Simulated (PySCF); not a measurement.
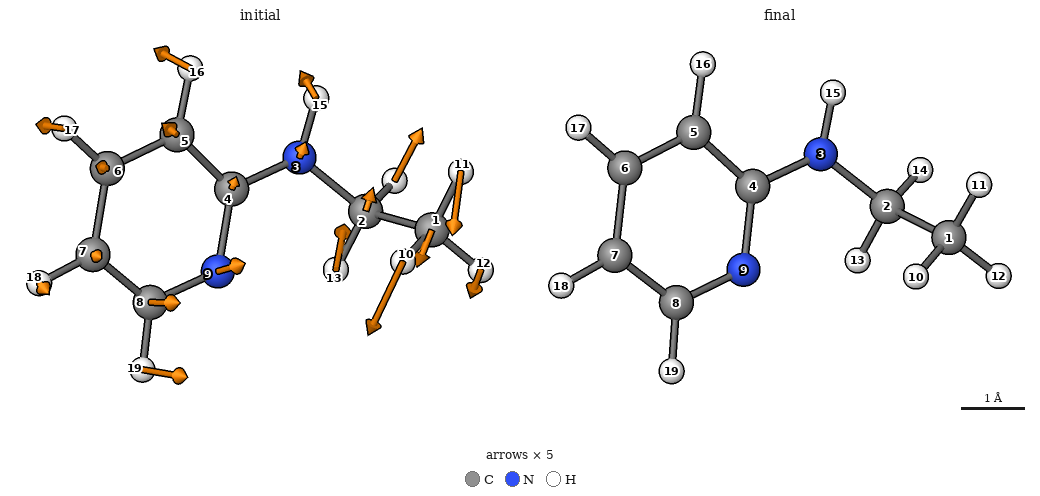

The structure of C₇H₁₀N₂ before (left) and after (right) a relaxation, at one scale. The orange arrows give the displacements, 5 times their true length.

A ball-and-stick model, seen at a tilt.

The start comes from GFN2-xTB.

Method: PBE0-D3(BJ)/def2-SVP geometry optimisation, gas phase in PySCF 2.14.0, density-fitted response routines. 

Question: Summarise the run.

Answer: H10 moves most after the best rigid fit: 0.29 Å. Largest moves by element: H 0.29 Å, C 0.15 Å, N 0.14 Å. Some distances before and after: C8–H19 1.083 → 1.097 Å, C1–H10 1.087 → 1.100 Å, C5–H16 1.080 → 1.093 Å, C4–C5 1.407 → 1.416 Å. Bond angles that change, for instance: H13–C2–H14 109.3° → 107.2°. Over 10 geometry steps the energy falls by 1.23 kcal/mol. The largest force component goes from 0.54 to 0.022 eV/Å. The run took of the order of 5 core-minutes on a shared host.
